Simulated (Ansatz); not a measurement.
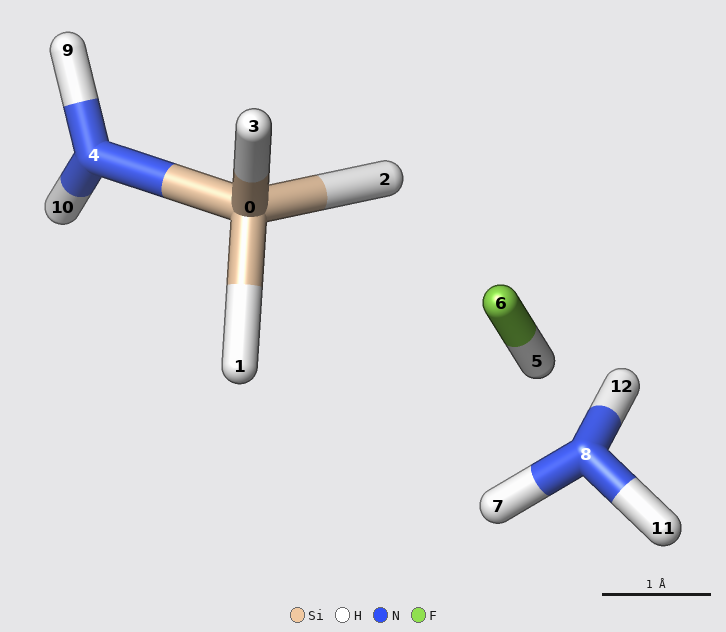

The picture shows the input geometry. Atoms are numbered from 0, in the order of the input.

Ansatz 0.2.0 input:

```yaml
crystal:
  periodic: [false, false, false]
  atoms:
    - {symbol: Si, position_ang: [0.129750, 0.224871, 1.334772]}
    - {symbol: H, position_ang: [1.216035, 0.573059, 0.381774]}
    - {symbol: H, position_ang: [-0.799674, -0.707371, 0.623810]}
    - {symbol: H, position_ang: [-0.628477, 1.405120, 1.801859]}
    - {symbol: N, position_ang: [0.893924, -0.460950, 2.723535]}
    - {symbol: H, position_ang: [-0.808175, 0.980662, -1.588776]}
    - {symbol: F, position_ang: [-1.077445, 1.689395, -0.986389]}
    - {symbol: H, position_ang: [0.651038, -0.474854, -2.224567]}
    - {symbol: N, position_ang: [-0.304014, -0.262204, -2.487145]}
    - {symbol: H, position_ang: [0.363957, -0.573759, 3.572733]}
    - {symbol: H, position_ang: [1.557722, -1.211119, 2.618941]}
    - {symbol: H, position_ang: [-0.327033, -0.104176, -3.486980]}
    - {symbol: H, position_ang: [-0.867708, -1.078673, -2.283563]}
basis:
  gaussian: {orbitals: def2-TZVPP}
hamiltonian: {xc: pbe, dispersion: d4}
```

It was started with:

```sh
ansatz run in.yaml --threads 8 --pin off --events-out ev --progress --plain --max-ram 19148MiB
```

Result:

```
Functional definition: PBE
  name "PBE"
  cite "Perdew, Burke & Ernzerhof, Phys. Rev. Lett. 77, 3865 (1996) doi:10.1103/PhysRevLett.77.3865"
  parent pbe
  parameter kappa = 0.804
  parameter beta = 0.06672455060314922
  exchange = pbe_x(kappa = kappa, mu = beta*pi^2/3)
  correlation = pbe_c(beta = beta)
1285 factors; their error is unknown
mean field evaluation 1: about -13697.2898 eV, gradient 9.9e1 eV
mean field evaluation 2: about -13649.6089 eV, gradient 1.6e2 eV
mean field evaluation 4: about -13714.1004 eV, gradient 1.7e1 eV
mean field evaluation 8: about -13714.6206 eV, gradient 3.0e-1 eV
mean field evaluation 16: about -13714.5959 eV, gradient 1.1e-4 eV
mean field -13714.59591506 eV, -504.0021037916 hartree, gradient 2.5e-5 eV, S^2 0.000000; 0 other end points of the search recorded, 0 dependent functions left out
reference -13714.59595840 eV, -504.0021053842 hartree; 23, 23 occupied and 238, 238 virtual orbitals, 1285 factors
Total energy: -13714.76077909 eV, -504.0081624327 hartree
```
